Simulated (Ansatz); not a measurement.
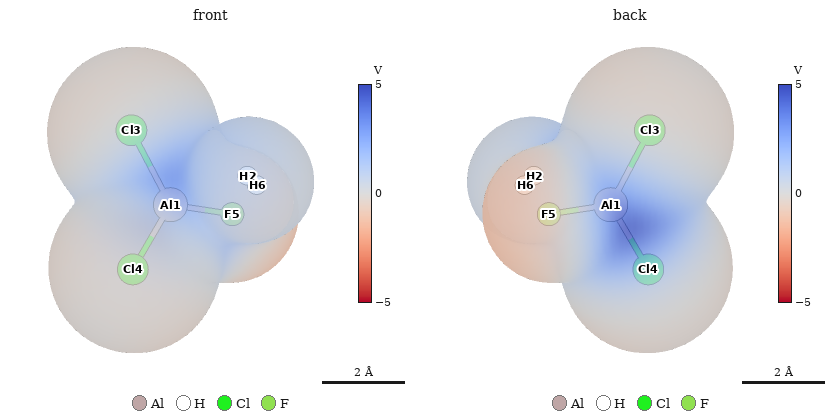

Figure. AlCl₂F···H₂. The electrostatic potential painted on the density surface at 0.001 e/bohr³, seen from the front and from behind; red is negative and blue positive.

Not at a stationary point (largest force 1.6 eV/Å).

Level of theory: RHF/def2-SVP (Ansatz).

```xyz
6

Al    0.0226   -0.6132   -0.4718
H     0.0151    0.0067    2.2159
Cl    1.8240    0.2355   -1.0511
Cl   -1.8034    0.1937   -1.0334
F     0.0434   -2.0408    0.3858
H     0.0260   -0.6804    2.0266
```

Question: Which sites attract a positive test charge, and which a negative one?

Answer: A positive charge is drawn to the negative regions and a negative charge to the positive ones. The most negative region (about −1.2 V) lies over F5, the most positive (about +4.1 V) over Al1.
